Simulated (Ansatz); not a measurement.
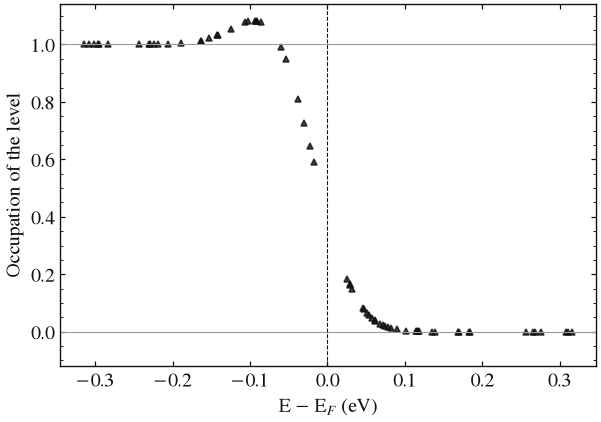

Occupations of the one-electron levels of the k mesh against their energy, from a run on Sr₂AgMoO₆, space group I4/m, 10 atoms in the cell, with Ansatz.

Which smearing scheme was used (Fermi-Dirac, Gaussian, Methfessel-Paxton or cold), and about what width?

cold (Marzari-Vanderbilt) smearing with a width of 0.067 eV. The occupations overshoot 1 below the Fermi level (up to 1.08) but never turn negative, and they are not symmetric about it.
